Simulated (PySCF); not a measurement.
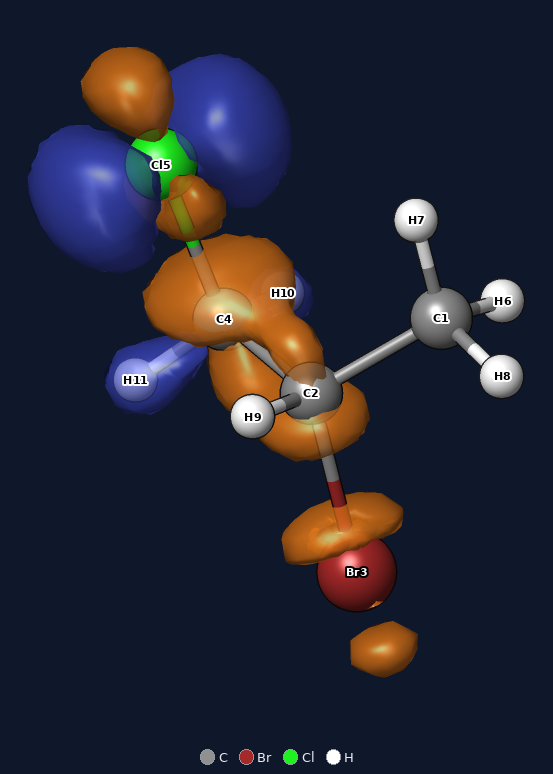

*C₃H₆BrCl, SMILES `CC(Br)CCl`. Unrelaxed difference density of S₃ less the ground state (TDA singlet states), ±0.05 e/Å³; orange: gain, blue: loss.*

Computed with PySCF, M06-2X/def2-SVP, geometry: GFN2-xTB. No frequency check shows the geometry to be a minimum. GFN2-xTB bond lengths at metals and heavier atoms can be off by up to 0.1 Å and shapes distorted, which carries into these values. Without diffuse functions Rydberg states are missing, so the states' numbers hold for this basis only.

Input script:

```python
import numpy as np
from pyscf import gto, scf, dft, tdscf
from pyscf.scf import atom_ks, atom_hf
from scipy.linalg import block_diag

def solve(mol, dm0=None, hcore=None):
    mf = (dft.UKS if mol.spin else dft.RKS)(mol, xc='m062x')
    mf.grids.level = 3
    mf = mf.density_fit(auxbasis='def2-universal-jkfit')
    mf.conv_tol, mf.max_cycle = 1e-8, 80
    if hcore is not None:
        mf.get_hcore = lambda *args: hcore
    mf.kernel(dm0)
    if not mf.converged:
        mf = mf.newton().run(mf.mo_coeff, mf.mo_occ, max_cycle=30)
    assert mf.converged, 'SCF not converged'
    return mf

mol = gto.M(atom='''
C     -0.32922     1.77489    -0.14909
C     -0.15247     0.35569     0.34934
Br     1.69932    -0.23611     0.00742
C     -1.06197    -0.64349    -0.33751
Cl    -2.76360    -0.30007     0.08112
H     -0.14854     1.83119    -1.22116
H     -1.34726     2.10330     0.05165
H      0.36086     2.44737     0.35572
H     -0.27200     0.30050     1.43340
H     -0.97285    -0.57669    -1.42276
H     -0.85330    -1.66330    -0.01200
''', basis='def2-svp', charge=0, spin=0, verbose=4)
mf = solve(mol)
td = mf.TDA()
td.nstates, td.singlet, td.conv_tol = 4, True, 1e-5
td.kernel()
td.analyze()
x, y = np.array([p[0] for p in td.xy]), np.array([p[1] + 0 * p[0] for p in td.xy])
f, mu = td.oscillator_strength(), td.transition_dipole()
nto = [td.get_nto(state=i + 1, verbose=4) for i in range(len(td.e))]
# spherically averaged free atoms, for the promolecule
atm = atom_ks.get_atm_nrks(mol, xc='m062x')
pro = block_diag(*[(atm[a[0]][2] * atm[a[0]][3]) @ atm[a[0]][2].T for a in mol._atom])
np.savez('result.npz', e=td.e, f=f, ok=td.converged, w=[n[0] for n in nto], nto=[n[1] for n in nto], x=x, y=y, c=mf.mo_coeff, occ=mf.mo_occ, eps=mf.mo_energy, pro=pro, mu=mu)
```

Run with:

```sh
OMP_NUM_THREADS=1 python input.py
```

The run took 12 min on 1 thread of Intel(R) Xeon(R) Processor @ 2.50GHz (Skylake/Cascade Lake), on a shared host, peak memory 0.84 GiB.

Question: How does the charge move on excitation?

Answer: 0.74 e is displaced in all, of which about 0.5 e passes between atoms: Cl5 (0.43 e) loses electrons and Br3 (0.20 e) and C4 (0.16 e) gain them. The state: 7.56 eV (164 nm), f = 0.001 (very weak); the leading pair carries 99 %; hole on Cl5 (79 %) and C4 (9 %), electron on Cl5 (36 %), C4 (25 %) and Br3 (20 %); their centroids lie 1.4 Å apart.
